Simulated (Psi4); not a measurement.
# MoOF4 (SMILES [O]=[Mo]([F])([F])([F])[F]), step by step

Aim: a geometry optimisation (PBE-D4/def2-SVP), then a geometry optimisation (PBE0-D4/def2-TZVP) of MoOF4. 

The calculation is run with Psi4 1.11.

3 further runs of the same task are left out: 3 that didn't finish.

### Step 1. Starting point

MoOF4 has 6 atoms, charge 0, and is taken as a singlet. SMILES: `[O]=[Mo]([F])([F])([F])[F]`. Geometry: a rough force-field guess. The run starts from this shape.

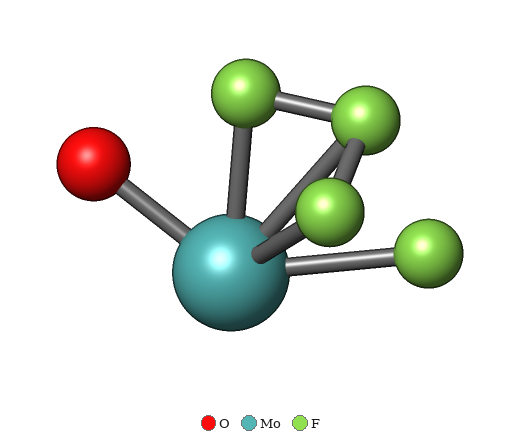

Viewed from a chosen angle; oxygen red, molybdenum teal, fluorine green.

### Step 2. A structure relaxation at PBE-D4/def2-SVP (density fitting) (run 1)

File job.in:

```
memory 3300 mb

molecule {
  0 1
  O      2.067389     0.286872    -0.518820
  Mo     0.621522    -0.856847    -0.627229
  F     -1.264289    -1.053241     0.361881
  F     -1.086860     0.401876    -0.513959
  F      0.556742     0.736108     0.508970
  F     -0.719370     0.401116     0.779087
  symmetry c1
}

set {
  basis                   def2-SVP
  reference               rks
  scf_type                df
  geom_maxiter            40
  max_force_g_convergence 0.0005
  opt_coordinates         both
  d_convergence           1e-06
  maxiter                 150
  damping_percentage      30
  guess                   sap
}

result, w = optimize('pbe-d4', return_wfn=True)
```

Launch:

```sh
$ psi4 job.in job.out -n 2
```

job.out:

```text
Psi4 1.11 release

gradient() will perform analytic gradient computation.

   => Loading Basis Set <=

    Name: DEF2-SVP
    Role: ORBITAL
    Keyword: BASIS

    !!!  WARNING: ECP capability is in beta. Please check occupations closely.  !!!

   => PBE-D4(BJ,EEQ)ATM: Empirical Dispersion <=

        a1 =       0.385750
        a2 =       4.806885
       alp =      16.000000
        s6 =       1.000000
        s8 =       0.959481
        s9 =       1.000000
        ga =       3.000000
        gc =       2.000000
        wf =       6.000000

         ---------------------------------------------------------
                                   SCF
                              RKS Reference
                        2 Threads,   3147 MiB Core
         ---------------------------------------------------------

  ==> Geometry <==

    Molecular point group: c1
    Full point group: C1

    Geometry (in Angstrom), charge = 0, multiplicity = 1:

       Center              X                  Y                   Z               Mass
    ------------   -----------------  -----------------  -----------------  -----------------
         O            1.824304220304     0.655872279911    -0.265384815386    15.994914619570
         MO           0.378437220304    -0.487846720089    -0.373793815386    97.905404820000
         F           -1.507373779696    -0.684240720089     0.615316184614    18.998403162730
         F           -1.329944779696     0.770876279911    -0.260523815386    18.998403162730
         F            0.313657220304     1.105108279911     0.762405184614    18.998403162730
         F           -0.962454779696     0.770116279911     1.032522184614    18.998403162730

  Running in c1 symmetry.

  Rotational constants: A =      0.14221  B =      0.08158  C =      0.06006 [cm^-1]
  Rotational constants: A =   4263.49699  B =   2445.80228  C =   1800.67312 [MHz]
  Nuclear repulsion =  366.571727702492637

[... 150 lines left out ...]
                           Total Energy        Delta E     RMS |[F,P]|
[... 3 lines left out ...]
   @DF-RKS iter   3:  -475.62082499285174   -3.66960e+01   6.55316e-02 ADIIS/DIIS/DAMP=30%
[... 2 lines left out ...]
   @DF-RKS iter   6:  -529.11669480586852   -5.38379e+00   3.00301e-02 ADIIS/DIIS/DAMP=30%
[... 2 lines left out ...]
   @DF-RKS iter   9:  -540.76321561304871   -9.49289e-01   1.20908e-02 ADIIS/DIIS/DAMP=30%
[... 3 lines left out ...]
   @DF-RKS iter 133:  -541.26842740033919   -1.28093e-07   7.84474e-10 DIIS/DAMP=30%
[... 2 lines left out ...]
   @DF-RKS iter 136:  -541.26842740484142   -4.76662e-08   4.52876e-10 DIIS/DAMP=30%
[... 2 lines left out ...]
   @DF-RKS iter 139:  -541.26842743733653   -1.52401e-08   2.90893e-10 DIIS/DAMP=30%
[... 2 lines left out ...]
  Energy and wave function converged.
[... 35 lines left out ...]
    Nuclear Repulsion Energy =            366.5717277024926375
[... 2 lines left out ...]
    DFT Exchange-Correlation Energy =     -57.8836186823646841
[... 2 lines left out ...]
    Total Energy =                       -541.2684274179928252
[... 16 lines left out ...]
 Dipole Z            :        -23.0443551           22.6602459           -0.3841093
[... 156 lines left out ...]
	Measures of convergence in internal coordinates in au.
[... 42 lines left out ...]
    !!!  WARNING: ECP capability is in beta. Please check occupations closely.  !!!
[... 184 lines left out ...]
                           Total Energy        Delta E     RMS |[F,P]|
[... 1 line left out ...]
   @DF-RKS iter   0:  -541.45081440824003   -5.41451e+02   5.71223e-03
   @DF-RKS iter   1:  -541.29070095522854    1.60113e-01   6.35153e-03 ADIIS/DIIS
   @DF-RKS iter   2:  -537.47918918778066    3.81151e+00   2.72435e-02 ADIIS/DIIS/DAMP=30%
   @DF-RKS iter   3:  -543.19120066615039   -5.71201e+00   1.21308e-02 ADIIS/DIIS/DAMP=30%
   @DF-RKS iter   4:  -543.42476730910676   -2.33567e-01   9.85207e-03 ADIIS/DIIS/DAMP=30%
   @DF-RKS iter   5:  -539.60046444253078    3.82430e+00   1.15818e-02 ADIIS/DIIS/DAMP=30%
   @DF-RKS iter   6:  -542.47444853547518   -2.87398e+00   1.08922e-02 ADIIS/DIIS/DAMP=30%
   @DF-RKS iter   7:  -541.82793690973438    6.46512e-01   7.02035e-03 ADIIS/DIIS/DAMP=30%
   @DF-RKS iter   8:  -539.34322111827646    2.48472e+00   1.13856e-02 ADIIS/DIIS/DAMP=30%
   @DF-RKS iter   9:  -542.40026974747946   -3.05705e+00   4.70071e-03 ADIIS/DIIS/DAMP=30%
[... 131 lines of further cycles ...]
   @DF-RKS iter 141:  -541.46545176276913    6.60001e-05   1.81506e-06 DIIS/DAMP=30%
   @DF-RKS iter 142:  -541.46551943714269   -6.76744e-05   1.87032e-06 DIIS/DAMP=30%
   @DF-RKS iter 143:  -541.46566081246249   -1.41375e-04   3.26105e-06 DIIS/DAMP=30%
   @DF-RKS iter 144:  -541.46552504094461    1.35772e-04   2.32676e-06 DIIS/DAMP=30%
   @DF-RKS iter 145:  -541.46543216225007    9.28787e-05   8.44124e-07 DIIS/DAMP=30%
   @DF-RKS iter 146:  -541.46565968555831   -2.27523e-04   2.18274e-06 DIIS/DAMP=30%
   @DF-RKS iter 147:  -541.46554080187775    1.18884e-04   1.48949e-06 DIIS/DAMP=30%
   @DF-RKS iter 148:  -541.46541377387393    1.27028e-04   2.32353e-06 DIIS/DAMP=30%
   @DF-RKS iter 149:  -541.46560207227708   -1.88298e-04   9.29508e-07 DIIS/DAMP=30%
   @DF-RKS iter 150:  -541.46568903574064   -8.69635e-05   3.64254e-06 DIIS/DAMP=30%

PsiException: Could not converge SCF iterations in 150 iterations.

  Failed to converge.

psi4.driver.p4util.exceptions.SCFConvergenceError: Could not converge SCF iterations in 150 iterations.

Printing out the relevant lines from the Psithon --> Python processed input file:
    core.set_global_option("OPT_COORDINATES", "both")
    core.set_global_option("D_CONVERGENCE", 1e-06)
    core.set_global_option("MAXITER", 150)
    core.set_global_option("DAMPING_PERCENTAGE", 30)
    core.set_global_option("GUESS", "sap")
--> result, w = optimize('pbe-d4', return_wfn=True)

!-------------------------------------------------------!
!                                                       !
!  Could not converge SCF iterations in 150 iterations. !
!                                                       !
!-------------------------------------------------------!

    Psi4 run time: 0:00:37.07
```

Run time: 38 s. Hardware: 2 threads of Intel Xeon 6975P-C (Granite Rapids), shared host; peak memory 0.64 GiB.

No converged result was reached.

### Step 3. A structure relaxation at PBE0-D4/def2-TZVP (density fitting) (run 2)

File input.in:

```
memory 3300 MB

molecule system {
  O      2.067389     0.286872    -0.518820
  Mo     0.621522    -0.856847    -0.627229
  F     -1.264289    -1.053241     0.361881
  F     -1.086860     0.401876    -0.513959
  F      0.556742     0.736108     0.508970
  F     -0.719370     0.401116     0.779087
  symmetry c1
}

set reference rks
set scf_type df
set geom_maxiter 80
set max_force_g_convergence 0.0002

e, wfn = optimize('pbe0-d4/def2-TZVP', return_wfn=True)
```

Launch:

```sh
$ psi4 input.in input.out -n 2
```

input.out:

```text
Psi4 1.11 release

gradient() will perform analytic gradient computation.

   => Loading Basis Set <=

    Name: DEF2-TZVP
    Role: ORBITAL
    Keyword: BASIS

    !!!  WARNING: ECP capability is in beta. Please check occupations closely.  !!!

   => PBE0-D4(BJ,EEQ)ATM: Empirical Dispersion <=

        a1 =       0.400856
        a2 =       5.029288
       alp =      16.000000
        s6 =       1.000000
        s8 =       1.200655
        s9 =       1.000000
        ga =       3.000000
        gc =       2.000000
        wf =       6.000000

         ---------------------------------------------------------
                                   SCF
                              RKS Reference
                        2 Threads,   3147 MiB Core
         ---------------------------------------------------------

  ==> Geometry <==

    Molecular point group: c1
    Full point group: C1

    Geometry (in Angstrom), charge = 0, multiplicity = 1:

       Center              X                  Y                   Z               Mass
    ------------   -----------------  -----------------  -----------------  -----------------
         O            1.824304220304     0.655872279911    -0.265384815386    15.994914619570
         MO           0.378437220304    -0.487846720089    -0.373793815386    97.905404820000
         F           -1.507373779696    -0.684240720089     0.615316184614    18.998403162730
         F           -1.329944779696     0.770876279911    -0.260523815386    18.998403162730
         F            0.313657220304     1.105108279911     0.762405184614    18.998403162730
         F           -0.962454779696     0.770116279911     1.032522184614    18.998403162730

  Running in c1 symmetry.

  Rotational constants: A =      0.14221  B =      0.08158  C =      0.06006 [cm^-1]
  Rotational constants: A =   4263.49699  B =   2445.80228  C =   1800.67312 [MHz]
  Nuclear repulsion =  366.571727702492637

[... 141 lines left out ...]
   @DF-RKS iter   3:  -534.35038768823597   -2.43780e+01   2.01872e-02 DIIS/ADIIS
[... 5 lines left out ...]
   @DF-RKS iter   9:  -541.73033402813940   -3.73951e-02   9.47848e-04 DIIS/ADIIS
[... 5 lines left out ...]
   @DF-RKS iter  15:  -541.74318620525526   -7.91174e-05   1.38590e-05 DIIS
[... 5 lines left out ...]
   @DF-RKS iter  21:  -541.74342235610970   -1.12766e-05   3.20293e-06 DIIS
[... 5 lines left out ...]
   @DF-RKS iter  27:  -541.74344447292435   -3.75581e-07   9.79481e-07 DIIS
[... 5 lines left out ...]
   @DF-RKS iter  33:  -541.74344464119747   -1.09640e-09   4.89325e-08 DIIS
[... 31 lines left out ...]
    Final Occupation by Irrep:
[... 13 lines left out ...]
    Empirical Dispersion Energy =          -0.0041649685430740
[... 64 lines left out ...]
  Energy and wave function converged.
[... 19 lines left out ...]
    DFT Exchange-Correlation Energy =     -43.9014851054812567
[... 19 lines left out ...]
 Dipole Z            :         -2.8143699            2.5068606           -0.3075093
[... 117 lines left out ...]
    Final Occupation by Irrep:
[... 13 lines left out ...]
    Empirical Dispersion Energy =          -0.0041319749997100
[... 44 lines left out ...]
    Weights Tolerance      =       1.00E-15
[... 11 lines left out ...]
	total time  =          3 seconds =       0.05 minutes

    			-----------------------------------------

    			 OPTKING 3.0: for geometry optimizations

    			        with contributions from

    			-----------------------------------------

	                            ===> Fragment 1 <==

	 Z (Atomic Numbers)          Masses                          Geom
	       8.000000            15.994915          2.70187487 -0.80385574 -1.74404919
	      42.000000            97.905405          0.11693106 -0.06908496 -0.10019374
	       9.000000            18.998403         -0.88999189 -3.23226826  0.64132971
	       9.000000            18.998403         -1.48657222  1.34677678 -2.75811636
	       9.000000            18.998403          2.03668697  1.62785999  2.18544088
	       9.000000            18.998403         -2.53744052  1.29042329  1.91600872

	 - Coordinate -           - BOHR/RAD -       - ANG/DEG -
	 R(1,2)           =         3.150251           1.667041
	 R(2,3)           =         3.401394           1.799940
	 R(2,4)           =         3.411809           1.805452
[... 43 lines of this table left out ...]
	 l(1,2,6)         =         3.141593         180.000000

ValueError: operands could not be broadcast together with shapes (48,) (47,)

Printing out the relevant lines from the Psithon --> Python processed input file:
    core.IO.set_default_namespace("system")
    core.set_global_option("REFERENCE", "rks")
    core.set_global_option("SCF_TYPE", "df")
    core.set_global_option("GEOM_MAXITER", 80)
    core.set_global_option("MAX_FORCE_G_CONVERGENCE", 0.0002)
--> e, wfn = optimize('pbe0-d4/def2-TZVP', return_wfn=True)

!--------------------------------------------------------------------!
!                                                                    !
!  operands could not be broadcast together with shapes (48,) (47,)  !
!                                                                    !
!--------------------------------------------------------------------!

    Psi4 run time: 0:04:38.03

[set-up sections that repeat, and orbital energies of the middle runs, are left out above]
```

It took 4.7 min on 2 threads of Intel Xeon 6975P-C (Granite Rapids), shared host; peak memory 1.2 GiB.

The program broke off before the end.

### Step 4. Summary of results

| quantity | value |
| --- | --- |
| run 1, PBE-D4/def2-SVP | no result (not converged) |
| run 2, PBE0-D4/def2-TZVP | no result (stopped) |

**Reading.** 2 of the 2 runs did not end normally.
